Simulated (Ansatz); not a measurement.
```xyz
9

N     1.2157    0.7512   -0.4547
N     0.0421   -1.6428   -2.2025
S    -2.0218    0.6413   -1.0377
S    -0.3310   -1.7239    1.0668
W    -0.2466   -0.4921   -0.6772
H     1.2504    1.6737   -0.8791
H     2.0421    0.5661    0.1066
H    -0.2716   -1.4306   -3.1452
H     0.5205   -2.5381   -2.1598
```

Geometry: PBE0-D4/def2-SVP; core potentials replace the inner electrons of W.

Level of theory: isolated molecule in a Gaussian basis; Kohn-Sham density functional theory, functional PBE0 in Ansatz 0.2.0.

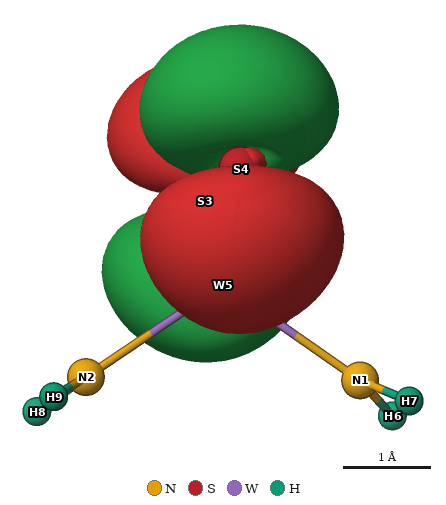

H4N2S2W. One frontier orbital at ±0.1 Å⁻³ᐟ² (green and red are the two phases), seen across its widest extent.

Q: Which orbital is it: HOMO or LUMO?

A: The HOMO, at −7.09 eV. It lies mainly on S4 (about 45 %), S3 (about 45 %) and W5 (about 10 %); largely a combination of lone pairs on S4 and S3.
